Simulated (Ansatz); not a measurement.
CH₅Al₂N

```json
{"atom": "Al", "x (Å)": "-0.2255", "y (Å)": "1.1874", "z (Å)": "-0.9912"}
{"atom": "N", "x (Å)": "0.6096", "y (Å)": "-0.3249", "z (Å)": "-0.2853"}
{"atom": "C", "x (Å)": "0.2938", "y (Å)": "-1.4746", "z (Å)": "0.1604"}
{"atom": "Al", "x (Å)": "-1.0511", "y (Å)": "-0.4275", "z (Å)": "1.0653"}
{"atom": "H", "x (Å)": "-0.7262", "y (Å)": "0.9866", "z (Å)": "-2.4730"}
{"atom": "H", "x (Å)": "0.1585", "y (Å)": "2.5580", "z (Å)": "-0.3098"}
{"atom": "H", "x (Å)": "0.8927", "y (Å)": "-2.3875", "z (Å)": "-0.0233"}
{"atom": "H", "x (Å)": "-1.8867", "y (Å)": "0.4247", "z (Å)": "-0.0606"}
{"atom": "H", "x (Å)": "-1.0381", "y (Å)": "0.1161", "z (Å)": "2.5451"}
```

Computed with RKS B3LYP/def2-SVP (Ansatz 0.2.0).

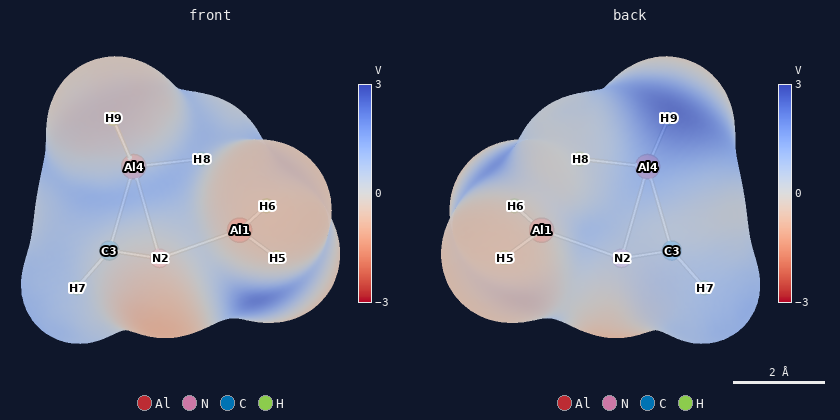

Figure 1. The electrostatic potential painted on the density surface at 0.002 e/bohr³, seen from the front and from behind; the colour scale runs from red (negative) to blue (positive).

Question: Describe the electrostatic potential map.

Answer: The most negative region (about −0.9 V, or −21 kcal/mol for a unit charge) lies over N2, the most positive (about +2.4 V, or +55 kcal/mol for a unit charge) over Al4.

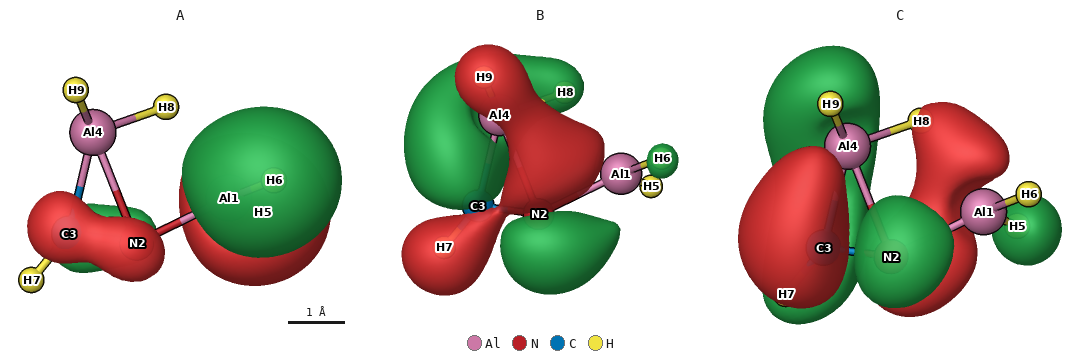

Figure 2. Three frontier orbitals at ±0.08 Å⁻³ᐟ² (green and red are the two phases), in no order.

Question: Which picture is the HOMO−1, the HOMO and the LUMO?

Answer: A is the HOMO−1 (−8.22 eV). Its weight (Hirshfeld) is mainly on Al1 (about 30 %), H6 (about 30 %) and H5 (about 30 %). B is the HOMO (−6.24 eV). It lies mainly on N2 (about 35 %), Al4 (about 25 %), C3 (about 20 %), Al1 (about 5 %) and H7 (about 5 %). C is the LUMO (−1.83 eV). Its weight (Hirshfeld) is mainly on C3 (about 35 %), N2 (about 25 %), Al4 (about 25 %) and Al1 (about 10 %).

Question: What is the HOMO–LUMO gap?

Answer: 4.41 eV between the orbital energies.

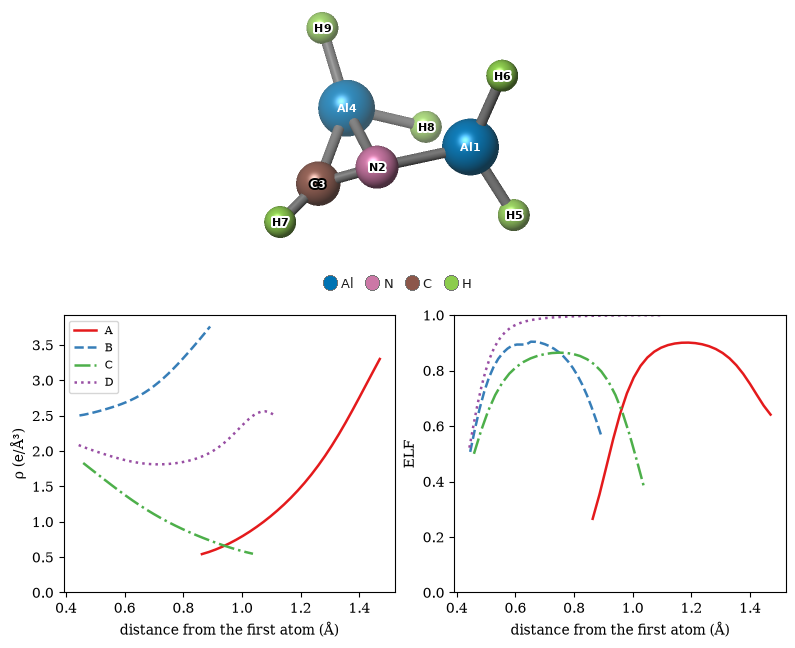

Figure 3. Total electron density and electron localisation function along straight lines between neighbouring atoms. The curves leave out the atomic cores. The structure is drawn too.

Question: Which curve belongs to which contact (Al–N, C–Al, C–H and C–N)? The first atom named is at distance zero.

Answer: Curve A: Al–N (1.87 Å): ρ is about 0.65 e/Å³ halfway; the ELF peaks at about 0.90 in the valence shell of N, 0.7 Å from its nucleus, and is about 0.55 at the midpoint. Curve B: C–N (1.27 Å): ρ at the midpoint is about 2.8 e/Å³; the ELF peaks at about 0.90 between the atoms, as expected for a covalent bond. Curve C: C–Al (1.93 Å): ρ is about 0.63 e/Å³ halfway; the ELF peaks at about 0.85 between the atoms: a polar covalent bond. Curve D: C–H (1.11 Å): ρ is about 1.9 e/Å³ halfway; the ELF climbs to about 1 towards the hydrogen, as it does in any bond to H; an ordinary covalent bond to hydrogen.
